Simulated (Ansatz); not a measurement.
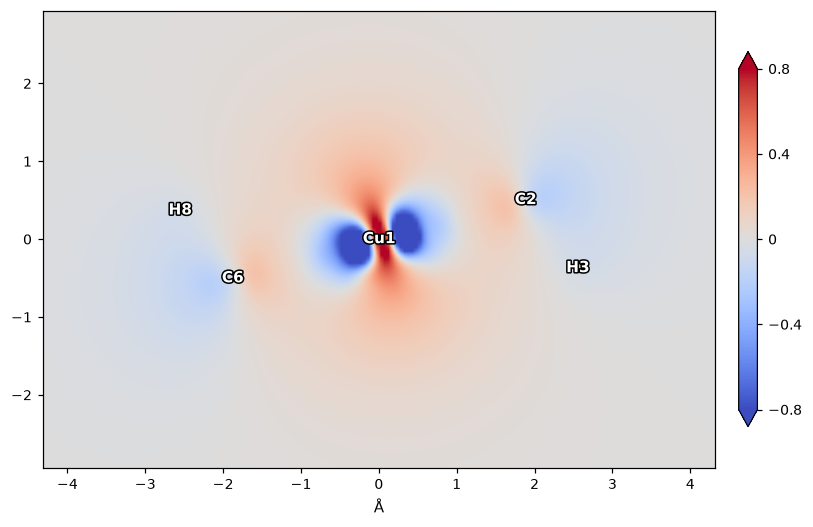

C2H6Cu (charge −1). The HOMO on the plane of atoms Cu1, C2 and H3 (values in Å⁻³ᐟ²; the overall sign is arbitrary).

Geometry: r2SCAN-D4/def2-TZVPD.

The calculation used Ansatz, RKS PBE0-D4/def2-TZVPD.

Input

```
crystal:
  periodic: [false, false, false]
  atoms:
    - {symbol: Cu, position_ang: [-0.000025, -0.000048, 0.000000]}
    - {symbol: C, position_ang: [-0.003436, -0.014007, 1.946807]}
    - {symbol: H, position_ang: [-0.438034, 0.904579, 2.377308]}
    - {symbol: H, position_ang: [1.010919, -0.102149, 2.372627]}
    - {symbol: H, position_ang: [-0.585414, -0.853565, 2.364474]}
    - {symbol: C, position_ang: [0.003421, 0.013989, -1.946806]}
    - {symbol: H, position_ang: [-1.014465, 0.017846, -2.373296]}
    - {symbol: H, position_ang: [0.512856, -0.865472, -2.376954]}
    - {symbol: H, position_ang: [0.514169, 0.898846, -2.364151]}
basis:
  gaussian: {orbitals: def2-TZVPD, initial_orbitals: start.molden}
total_charge: -1
hamiltonian: {xc: pbe0, dispersion: d4}
scf: {omitted_lower_state_checks: [starts]}
output: {orbitals: {seedname: orbitals}}
```

Launched as:

```sh
ansatz run in.yaml --threads 4 --pin off --events-out ev --progress --plain --max-ram 3916MiB
```

### What is the character of this orbital?

It lies mainly on Cu1 (about 85 %), C2 (about 5 %) and C6 (about 5 %). Its energy is −0.53 eV.
